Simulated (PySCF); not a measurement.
## Electronic structure of C$_{5}$H$_{9}$NSi in real space

```xyz
16

C    -2.2420    2.1707    0.0594
N    -1.5883    1.2085   -0.4279
Si   -0.9658   -0.1377    0.5250
C    -1.6388   -1.7202   -0.2003
C     0.8590   -0.1094    0.4237
C     2.0768   -0.1134    0.3622
C     3.5256   -0.1125    0.2871
H    -2.4872    2.2842    1.1391
H    -2.6185    2.9828   -0.5920
H    -1.3711    0.0098    1.9645
H    -1.3841   -1.7783   -1.2692
H    -1.2080   -2.5953    0.3093
H    -2.7344   -1.7602   -0.1004
H     3.9143   -1.1307    0.1292
H     3.8745    0.5148   -0.5481
H     3.9703    0.2805    1.2148
```

Geometry: PBE0-D3(BJ)/def2-SVP.

Computed with PySCF 2.14.0, PBE0/pcSseg-1, SCF density, gas phase, non-relativistic.

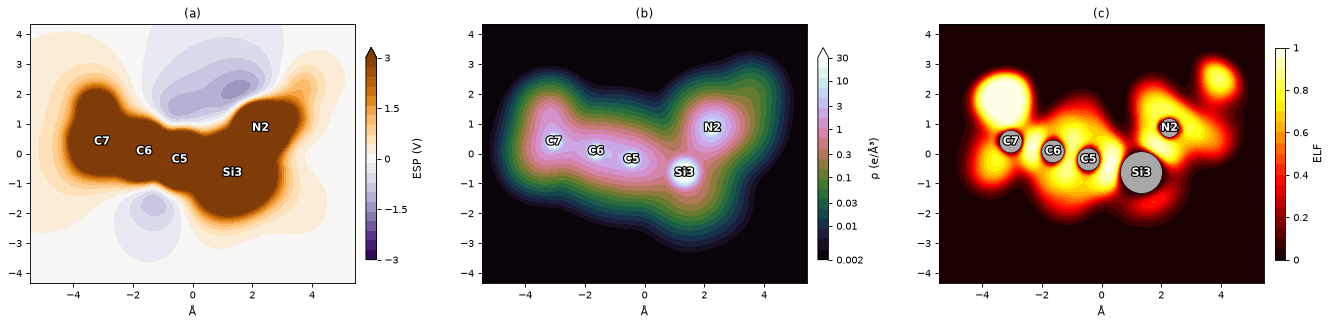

Figure 1. (a) molecular electrostatic potential; (b) total electron density; (c) electron localisation function on the plane of atoms N2, Si3 and C5. Grey discs cover the atomic cores in the ELF map.

**What do the fields say about this system?**

- Atoms in the plane: N, Si and C.
- C–C (1.22 Å): ρ is about 2.7 e/Å³ halfway; the ELF peaks at about 0.85 between the atoms: a multiple bond.
- Si–N (1.76 Å): the density is about 1 e/Å³ at the midpoint; the ELF peaks at about 0.95 between the atoms (a polar covalent bond).
- C–Si (1.83 Å): the density is about 0.96 e/Å³ at the midpoint; the ELF peaks at about 0.95 between the atoms; a shared electron pair.
- The ELF also peaks beside N2, away from the bonds: lone-pair regions.
- Outside the dense part of the molecule the potential is most negative (−1.5 V) near N2.

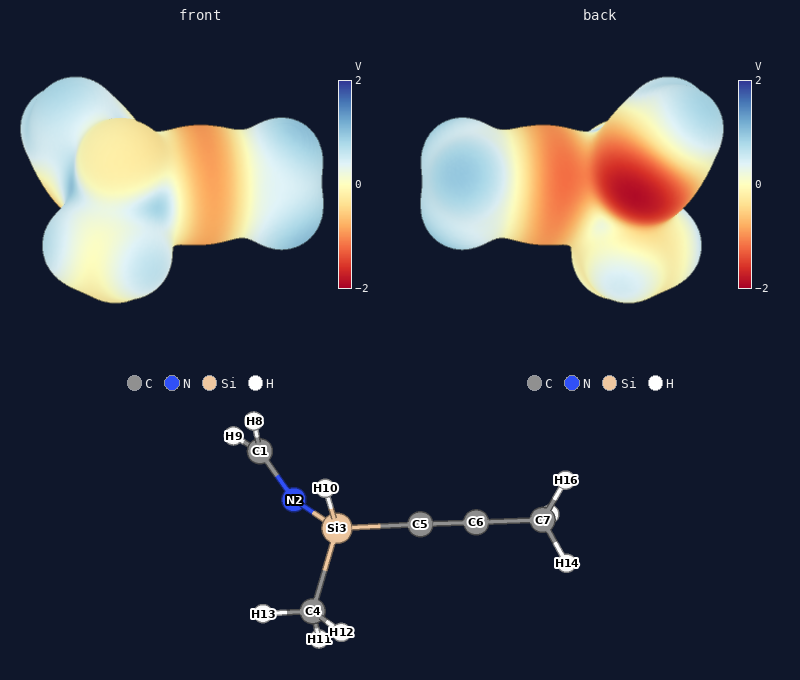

Figure 2. The electrostatic potential painted on the density surface at 0.002 e/bohr³, seen from the front and from behind; the colour scale runs from red (negative) to blue (positive). The bare structure is drawn below in the same view.

**Describe the electrostatic potential map.**

The most negative region (about −1.8 V) lies over N2, the most positive (about +1.0 V) over Si3, H14, H15 and H16. N2 is the likeliest acceptor of a hydrogen bond.

**How polar is the molecule by this calculation?**

Its dipole moment is 1.08 D.
